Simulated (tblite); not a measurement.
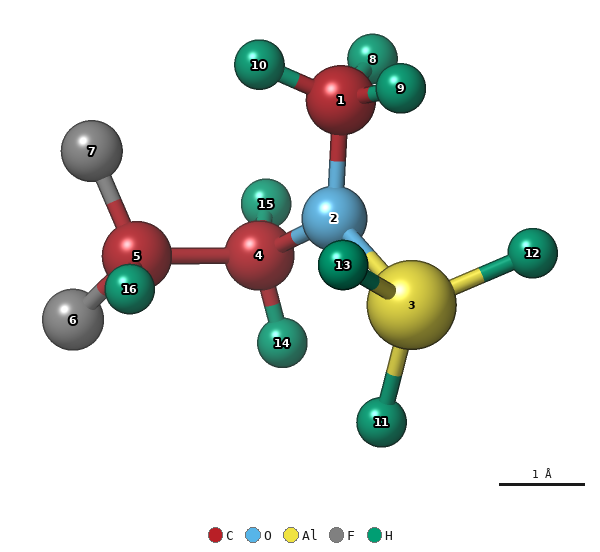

The input geometry (ball-and-stick view, seen at a tilt; atoms are numbered from 1 in the order of the input). Sticks mark near contacts.

C3H9AlF2O: relaxed scan

The run: relaxed scan of C3H9AlF2O. Method and program: GFN2-xTB relaxed scan under a harmonic restraint, gas phase (tblite 0.8.0).

## Input
```
{"job": {"xc": "GFN2-xTB", "basis": "xTB", "coordinate": [["t", [3, 0, 2, 1], 0.3333333333333333], ["t", [0, 2, 3, 1], 0.3333333333333333], ["t", [2, 3, 0, 1], 0.3333333333333333]], "kind": "drive"}, "charge": 0, "multiplicity": 1}
C     -0.838067    -0.817148     1.100692
O     -0.520784    -0.147267    -0.106846
Al    -1.588653     1.372645    -0.468602
C      0.647637    -0.569447    -0.758173
C      1.908858     0.021700    -0.120468
F      2.949857    -0.101205    -0.968620
F      2.255807    -0.656236     1.001421
H     -1.032379    -1.875594     0.910931
H     -1.746918    -0.337345     1.467146
H     -0.045560    -0.710010     1.842369
H     -0.886880     1.706466    -1.840297
H     -2.992452     0.662478    -0.461607
H     -1.203798     2.221268     0.804303
H      0.587098    -0.181004    -1.779129
H      0.718450    -1.663920    -0.774784
H      1.780184     1.083561     0.140253
```

The first line tells a small driver script what to run in tblite; the rest is the geometry in Å.

Run on 1 CPU thread, shared host.

Run as:
```bash
OMP_NUM_THREADS=1 python <driver script> task.json out
```

## Output
```
point  coordinate     E/eV
  0      4.600     -697.79914
  1      3.200     -697.79735
  2      1.700     -697.79632
  3      0.400     -697.79353
  4     -1.200     -697.79138
  5     -2.400     -697.78765
  6     -3.800     -697.78268
  7     -5.500     -697.78386
```

## Results in brief

- outcome: converged
- wall time: 1.1 s
- peak memory: 0.19 GiB
